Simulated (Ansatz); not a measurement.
The starting structures come from a database of crystals and need not be the phases stable at ambient conditions.

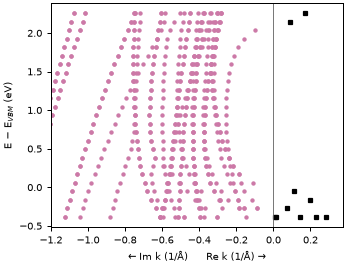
Fig. 1. Complex bands at the centre of the two-dimensional zone; PBEsol run with Ansatz (a quantum-chemistry and plane-wave program)

No gap correction and no spin-orbit coupling; mid-gap values are interpolated between computed energies.

Question: This is Ba3(PS4)2 (P-3m1, not sure to be the ambient phase, 13 atoms a cell, 26.2 Å³ an atom) along the normal of (011). Read off the slowest decay at the centre of the two-dimensional zone at 0.94 eV, the computed energy nearest the middle of the gap.

Answer: κ ≈ 0.26 1/Å, a decay length 1/(2κ) of the density of 2.0 Å.
